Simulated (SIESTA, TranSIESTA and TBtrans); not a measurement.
System: W chain with a Cl atom beside one bond. Leads: straight W chain, spacing 2.25 Å. Geometry: as built, not relaxed.

Computed with TranSIESTA and TBtrans, PBE, DZP numerical orbitals (energy shift 0.15 eV), PseudoDojo norm-conserving scalar-relativistic potentials, mesh cutoff 200 Ry, 300 K, spin-polarised (collinear), no spin-orbit coupling; self-consistent non-equilibrium Green functions.

Energies count from the leads' Fermi level. Transmissions are for each spin. The energy step is 0.01 eV; narrower resonances are cut or missed.

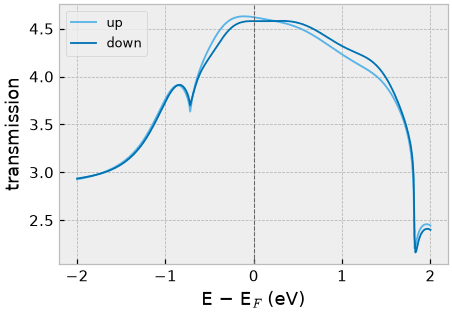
Figure: Transmission against energy

| E (eV) | T up | T down | lead channels up | down |
|---|---|---|---|---|
| -2.00 | 2.93 | 2.94 | 4 | 4 |
| -1.80 | 2.97 | 2.97 | 4 | 4 |
| -1.60 | 3.04 | 3.03 | 4 | 4 |
| -1.40 | 3.17 | 3.15 | 4 | 4 |
| -1.20 | 3.41 | 3.38 | 4 | 4 |
| -1.00 | 3.77 | 3.74 | 4 | 4 |
| -0.80 | 3.87 | 3.90 | 4 | 4 |
| -0.60 | 4.10 | 4.05 | 6 | 6 |
| -0.40 | 4.46 | 4.34 | 6 | 6 |
| -0.20 | 4.62 | 4.54 | 6 | 6 |
| 0.00 | 4.62 | 4.58 | 6 | 6 |
| 0.20 | 4.59 | 4.58 | 6 | 6 |
| 0.40 | 4.54 | 4.58 | 6 | 6 |
| 0.60 | 4.47 | 4.53 | 6 | 6 |
| 0.80 | 4.35 | 4.43 | 6 | 6 |
| 1.00 | 4.23 | 4.32 | 6 | 6 |
| 1.20 | 4.12 | 4.23 | 6 | 6 |
| 1.40 | 3.99 | 4.11 | 6 | 6 |
| 1.60 | 3.75 | 3.80 | 6 | 6 |
| 1.80 | 3.00 | 3.10 | band edge | band edge |
| 2.00 | 2.44 | 2.40 | 4 | 4 |

A magnetic start was tried, and the separate lead runs end without a moment. The straight chain is held at its spacing; free chains may zigzag or dimerise. Spin-orbit coupling, left out here, matters for the heavy atoms.
